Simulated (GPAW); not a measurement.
# Screening of a field by a 9-layer slab of Au(110), part 2 of 2

How does a 9-layer slab of Au(110) screen a perpendicular field?

GPAW 26.7.0; GPAW, PAW setups; slab in vacuum, relaxation (the session's first sound run).

So far. Step 3 (Plane waves, PBE): The potential is flat to 2.1e-4 eV/Å where it is read, so the vacuum is wide enough. Step 4 (In a field): The dipole is now -0.191 e Å, against -0.0023 in the run without a field.

## (5) In a field

Contents of run.py:

```python
import json
import numpy as np
from ase import Atoms
from gpaw import GPAW, PW
from gpaw.external import ConstantElectricField

slab = Atoms(
    ['Au', 'Au', 'Au', 'Au', 'Au', 'Au', 'Au', 'Au', 'Au'],
    positions=[
        [0.00000, 0.00000, 7.00000],
        [2.04000, 1.44250, 8.44250],
        [0.00000, 0.00000, 9.88500],
        [2.04000, 1.44250, 11.32749],
        [0.00000, 0.00000, 12.88880],
        [2.04000, 1.44250, 14.40867],
        [-0.00000, 0.00000, 15.92390],
        [2.04000, 1.44250, 17.51630],
        [-0.00000, 0.00000, 18.91137]],
    cell=[[4.08, 0.0, 0.0], [0.0, 2.885, 0.0], [0.0, 0.0, 25.53998]],
    pbc=[True, True, False])

slab.calc = GPAW(mode=PW(400), xc='PBE', kpts={'size': (8, 11, 1), 'gamma': True},
                 occupations={'name': 'fermi-dirac', 'width': 0.1}, nbands='160%',
                 convergence={'density': 1e-05}, maxiter=200,
                 poissonsolver={'dipolelayer': 'xy'},
                 external=ConstantElectricField(-0.1, [0, 0, 1]),
                 symmetry={'tolerance': 1e-3}, txt='slab.txt')
result = {}
energy = slab.get_potential_energy()
fermi = slab.calc.get_fermi_level()
v = slab.calc.get_electrostatic_potential().mean((0, 1)) - fermi
n = slab.calc.get_pseudo_density().mean((0, 1))
L = slab.cell[2, 2]
z = np.arange(len(v)) * L / len(v)
low, high = slab.positions[:, 2].min(), slab.positions[:, 2].max()
below, above = np.interp([low - 4.8, high + 4.8], z, v)
slopes = [np.interp(x, z, np.gradient(v, z)) for x in (low - 4.8, high + 4.8)]
eps = np.array([[slab.calc.get_eigenvalues(k, s) for k in range(len(slab.calc.get_ibz_k_points()))]
                for s in range(slab.calc.get_number_of_spins())]) - fermi
top, bottom = eps[eps < 0].max(), eps[eps > 0].min()
dipole = slab.get_dipole_moment()[2]
print(f'energy {energy:.4f} eV, Fermi level {fermi:.4f} eV, dipole {dipole:.5f} e A')
print(f'potential 4.8 A off the faces, from the Fermi level: lower {below:.4f} eV, upper {above:.4f} eV')
print(f'slope of the potential there: lower {slopes[0]:.5f}, upper {slopes[1]:.5f} eV/A')
print(f'nearest levels on the mesh: {top:.4f} and {bottom:.4f} eV')
print('magnetic moment', round(slab.get_magnetic_moment(), 3))
result.update(energy=energy, fermi=fermi, dipole=dipole, below=below, above=above, slopes=slopes, edges=[top, bottom],
              z=z.tolist(), v=v.tolist(), n=n.tolist(), positions=slab.positions.tolist(),
              forces=slab.get_forces(apply_constraint=False).tolist(), moments=slab.get_magnetic_moments().tolist())
json.dump(result, open('result.json', 'w'))
```

Command:

```
$ OMP_NUM_THREADS=1 OPENBLAS_NUM_THREADS=1 python run.py
```

The log of the run:

```text
energy -26.7436 eV, Fermi level 2.5510 eV, dipole -0.09633 e A
potential 4.8 A off the faces, from the Fermi level: lower 4.2389 eV, upper 5.7198 eV
slope of the potential there: lower -0.00015, upper 0.00029 eV/A
nearest levels on the mesh: -0.0399 and 0.0125 eV
magnetic moment 0.0
```

The job ended after 4.9 min (1 thread of AMD EPYC 9B45 (Zen 5), shared host; peak memory 0.65 GiB).

Numbers from this step:

- dipole along the normal: -0.09633 e·Å
- levels nearest the Fermi level on the mesh: -0.03989, 0.01246 eV from the Fermi level
- potential below the slab, the applied field's own ramp left out: 4.239 eV from the Fermi level
- potential above the slab, the applied field's own ramp left out: 5.720 eV from the Fermi level

The electrostatic potential energy of an electron (without an applied field's), less the Fermi level, planar mean oscillates, so the rows of the table below give means over windows of 1.49 Å about each position, cut where the curve ends. Its maxima inside the range that stand out by 2 % of the span (Å: eV): 7.8: -6.55, 9.2: -6.71, 10.6: -6.57, 12.1: -4.68, 13.6: -5.05, 15.2: -4.99, 16.7: -3.74, 18.2: -6.07, 24.4: 5.72. Its minima: 7.0: -13.3, 8.4: -13.9, 9.9: -13.9, 11.3: -13.6, 12.9: -13.3, 14.4: -13.1, 16.0: -12.8, 17.6: -12.8, 18.8: -12.1.

Table of electrostatic potential energy of an electron (without an applied field's), less the Fermi level, planar mean by z; means over each step:

```tsv
z (Å)	electrostatic potential energy of an electron (without an applied field's), less the Fermi level, planar mean (eV)
0.74	4.33
2.23	4.24
3.72	4.23
5.21	3.73
6.70	-7.21
8.19	-10.1
9.68	-10.2
11.17	-9.75
12.66	-8.99
14.15	-9.04
15.64	-8.80
17.13	-8.23
18.62	-8.78
20.11	3.02
21.60	5.68
23.09	5.72
24.58	5.70
```

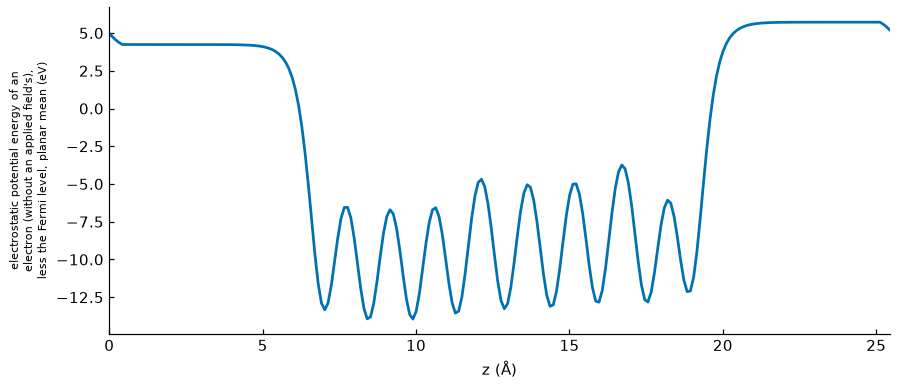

Electrostatic potential energy of an electron (without an applied field's), less the Fermi level, planar mean against z.

Force by atom:

```tsv
atom	x (eV/Å)	y (eV/Å)	z (eV/Å)	size
Au1	0.000	0.000	-0.158	0.158
Au2	0.000	0.000	-0.699	0.699
Au3	0.000	0.000	0.269	0.269
Au4	0.000	0.000	0.573	0.573
Au5	0.000	0.000	-0.004	0.004
Au6	0.000	0.000	0.008	0.008
Au7	0.000	0.000	0.002	0.002
Au8	0.000	0.000	0.018	0.018
Au9	0.000	0.000	-0.010	0.010
```

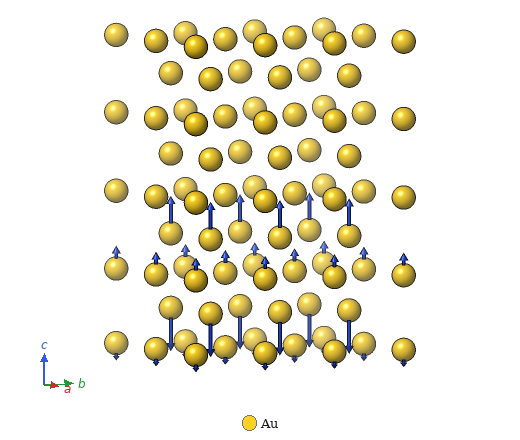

Force as arrows, the longest 0.699 eV/Å. 2×3×1 cells are drawn. Some periodic images of atoms are drawn too.

The dipole is now -0.0963 e Å, against -0.0023 in the run without a field.

## (6) Field on

run.py, as its differences from that of step 5:

```diff
@@ -25,3 +25,3 @@
                  poissonsolver={'dipolelayer': 'xy'},
-                 external=ConstantElectricField(-0.1, [0, 0, 1]),
+                 external=ConstantElectricField(-0.05, [0, 0, 1]),
                  symmetry={'tolerance': 1e-3}, txt='slab.txt')
```

The log of the run:

```text
energy -26.7399 eV, Fermi level 2.5552 eV, dipole -0.04892 e A
potential 4.8 A off the faces, from the Fermi level: lower 4.5935 eV, upper 5.3456 eV
slope of the potential there: lower -0.00018, upper 0.00023 eV/A
nearest levels on the mesh: -0.0398 and 0.0125 eV
magnetic moment 0.0
```

The job ended after 5 min (1 thread; peak memory 0.65 GiB).

## (7) In a field

run.py, as its differences from that of step 6:

```diff
@@ -25,3 +25,3 @@
                  poissonsolver={'dipolelayer': 'xy'},
-                 external=ConstantElectricField(-0.05, [0, 0, 1]),
+                 external=ConstantElectricField(0.05, [0, 0, 1]),
                  symmetry={'tolerance': 1e-3}, txt='slab.txt')
```

The log of the run:

```text
energy -26.7398 eV, Fermi level 2.5630 eV, dipole 0.04572 e A
potential 4.8 A off the faces, from the Fermi level: lower 5.3029 eV, upper 4.6000 eV
slope of the potential there: lower -0.00028, upper 0.00017 eV/A
nearest levels on the mesh: -0.0397 and 0.0127 eV
magnetic moment 0.0
```

Run time: 5.3 min. Hardware: 1 thread; peak memory 0.65 GiB.

## (8) In a field

run.py, as its differences from that of step 7:

```diff
@@ -25,3 +25,3 @@
                  poissonsolver={'dipolelayer': 'xy'},
-                 external=ConstantElectricField(0.05, [0, 0, 1]),
+                 external=ConstantElectricField(0.1, [0, 0, 1]),
                  symmetry={'tolerance': 1e-3}, txt='slab.txt')
```

The log of the run:

```text
energy -26.7433 eV, Fermi level 2.5665 eV, dipole 0.09315 e A
potential 4.8 A off the faces, from the Fermi level: lower 5.6595 eV, upper 4.2275 eV
slope of the potential there: lower -0.00034, upper 0.00014 eV/A
nearest levels on the mesh: -0.0396 and 0.0127 eV
magnetic moment 0.0
```

Elapsed: 5.1 min, on 1 thread; peak memory 0.66 GiB.

The dipole is now 0.0931 e Å, against -0.0023 in the run without a field.

## (9) In a field

run.py, as its differences from that of step 8:

```diff
@@ -25,3 +25,3 @@
                  poissonsolver={'dipolelayer': 'xy'},
-                 external=ConstantElectricField(0.1, [0, 0, 1]),
+                 external=ConstantElectricField(0.2, [0, 0, 1]),
                  symmetry={'tolerance': 1e-3}, txt='slab.txt')
```

The log of the run:

```text
energy -26.7573 eV, Fermi level 2.5731 eV, dipole 0.18773 e A
potential 4.8 A off the faces, from the Fermi level: lower 6.3711 eV, upper 3.4851 eV
slope of the potential there: lower -0.00033, upper 0.00008 eV/A
nearest levels on the mesh: -0.0394 and 0.0130 eV
magnetic moment 0.0
```

Wall time 6.3 min (1 thread); peak memory 0.65 GiB.

The electrostatic potential energy of an electron (without an applied field's), less the Fermi level, planar mean oscillates, so the rows of the table below give means over windows of 1.49 Å about each position, cut where the curve ends. Its maxima inside the range that stand out by 2 % of the span (Å: eV): 1.8: 6.37, 7.7: -5.03, 9.2: -5.62, 10.6: -5.94, 12.1: -4.49, 13.6: -5.31, 15.1: -5.72, 16.7: -4.92, 18.2: -7.69. Its minima: 7.0: -11.6, 8.4: -12.6, 9.9: -13.1, 11.3: -13.1, 12.9: -13.3, 14.4: -13.6, 16.0: -13.8, 17.6: -14.2, 18.8: -13.9.

The electrostatic potential energy of an electron (without an applied field's), less the Fermi level, planar mean by z; means over each step:

```tsv
z (Å)	electrostatic potential energy of an electron (without an applied field's), less the Fermi level, planar mean (eV)
0.74	6.19
2.23	6.37
3.72	6.36
5.21	5.82
6.70	-5.40
8.19	-8.77
9.68	-9.25
11.17	-9.27
12.66	-8.96
14.15	-9.45
15.64	-9.66
17.13	-9.53
18.62	-10.5
20.11	0.892
21.60	3.45
23.09	3.48
24.58	3.53
```

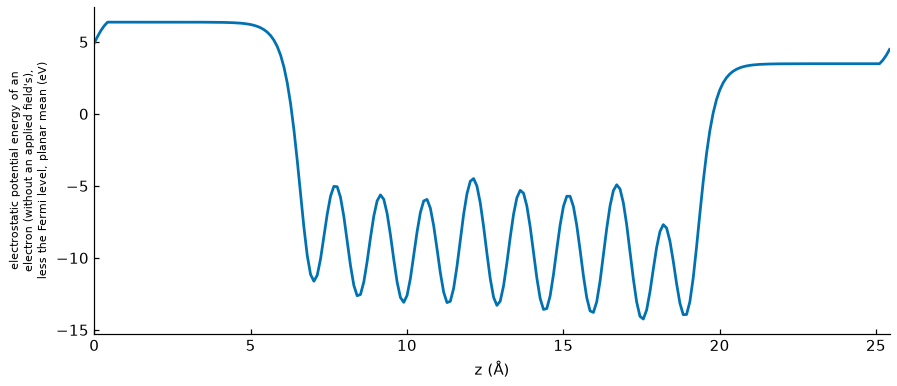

Electrostatic potential energy of an electron (without an applied field's), less the Fermi level, planar mean against z.

The dipole is now 0.188 e Å, against -0.0023 in the run without a field.

## (10) Field on

run.py, as its differences from that of step 9:

```diff
@@ -25,3 +25,3 @@
                  poissonsolver={'dipolelayer': 'xy'},
-                 external=ConstantElectricField(0.2, [0, 0, 1]),
+                 external=ConstantElectricField(0.3, [0, 0, 1]),
                  symmetry={'tolerance': 1e-3}, txt='slab.txt')
```

The log of the run:

```text
energy -26.7808 eV, Fermi level 2.5789 eV, dipole 0.28251 e A
potential 4.8 A off the faces, from the Fermi level: lower 7.0866 eV, upper 2.7434 eV
slope of the potential there: lower -0.00046, upper 0.00002 eV/A
nearest levels on the mesh: -0.0392 and 0.0132 eV
magnetic moment 0.0
```

It took 4.8 min on 1 thread; peak memory 0.66 GiB.

The dipole is now 0.283 e Å, against -0.0023 in the run without a field.

## (11) The series

The members are put on one axis.

This step: induced dipole against applied field (GPAW 26.7.0).

Table of dipole along the normal by field:

```tsv
field (V/Å)	dipole along the normal (e·Å)
-0.200	-0.191
-0.100	-0.0963
-0.050	-0.0489
0.000	-0.00225
0.050	0.0457
0.100	0.0931
0.200	0.188
0.300	0.283
```

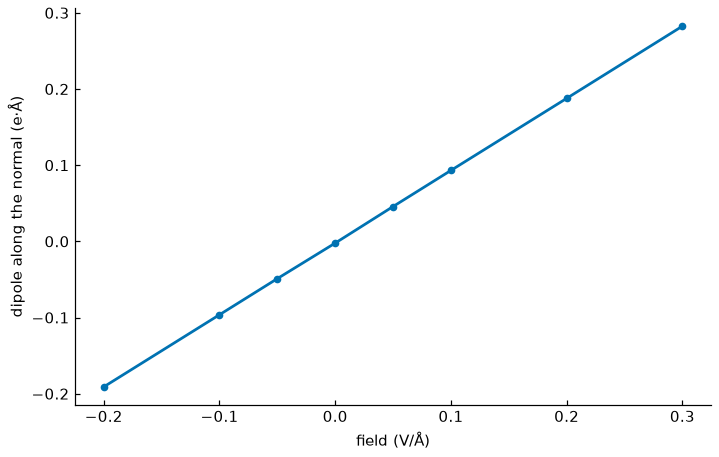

Dipole along the normal, plotted against field.

## (12) A changed run

One more run, with changed settings.

This step: GPAW, PAW setups; slab in vacuum (GPAW 26.7.0).

run.py, as its differences from that of step 10:

```diff
@@ -4,3 +4,2 @@
 from gpaw import GPAW, PW
-from gpaw.external import ConstantElectricField
 
@@ -22,6 +21,5 @@
 slab.calc = GPAW(mode=PW(400), xc='PBE', kpts={'size': (8, 11, 1), 'gamma': True},
-                 occupations={'name': 'fermi-dirac', 'width': 0.1}, nbands='160%',
-                 convergence={'density': 1e-05}, maxiter=200,
+                 occupations={'name': 'fermi-dirac', 'width': 1.0}, nbands='160%',
+                 convergence={'density': 1e-05}, maxiter=100,
                  poissonsolver={'dipolelayer': 'xy'},
-                 external=ConstantElectricField(0.3, [0, 0, 1]),
                  symmetry={'tolerance': 1e-3}, txt='slab.txt')
```

The log of the run:

```text
energy -25.3817 eV, Fermi level 2.7131 eV, dipole 0.00106 e A
potential 4.8 A off the faces, from the Fermi level: lower 5.3495 eV, upper 5.3332 eV
slope of the potential there: lower -0.03074, upper 0.02613 eV/A
nearest levels on the mesh: -0.0024 and 0.0058 eV
magnetic moment 0.0
```

Wall time 5.1 min (1 thread); peak memory 0.46 GiB.

The run finished. A setting was moved off its sound value on purpose, so it serves as a test and not as the result.

The fault put into the input: a smearing of electronvolts (width = 1.0).

## (13) Summary of results

```json
{
 "work function, upper and lower face": "4.973 and 4.948 eV",
 "dipole along the normal": "-0.0023 e Å, near the numerical noise",
 "induced dipole per field": "0.947 e Å per V/Å",
 "out-of-plane polarisability per area, α/(ε0 A)": "14.6 Å"
}
```

The field induces 0.947 e Å per V/Å, a polarisable thickness α/(ε0 A) of 14.6 Å beside 11.9 Å between the outermost nuclei. A perfect conductor would give the distance between its two image planes; a dielectric of thickness t gives t(1 - 1/ε). The measured value for this face is 5.16 eV (as compiled in "Anisotropic work function of elemental crystals", 2019, arxiv:1902.07811); the relaxed upper face lies 0.19 eV under it with PBE. Measured work functions scatter by a tenth of an eV or more between methods. The clean face reconstructs (W and Mo (100) only when cold), while this slab is an unreconstructed 1×1 cell, so the two are not the same surface. The induced dipole is linear in the field over this range. The small printed dipole stands for a step of 35 meV from the lower to the upper face, and the probes find 25 meV; values this small are near the numerical noise of both. The in-plane lattice was kept as typed, which isn't the functional's own and leaves some strain; spin-orbit coupling and temperature are left out.

[Logs are printed without paths, hosts, clocks, repeated set-up lines and the standing remarks that a program may print on its own settings, such as how far it seeks lower states.]

[Hosts, paths, dates, database ids (printed as entryN), source tags and the programs' standing remarks are cut or masked in the printed files.]
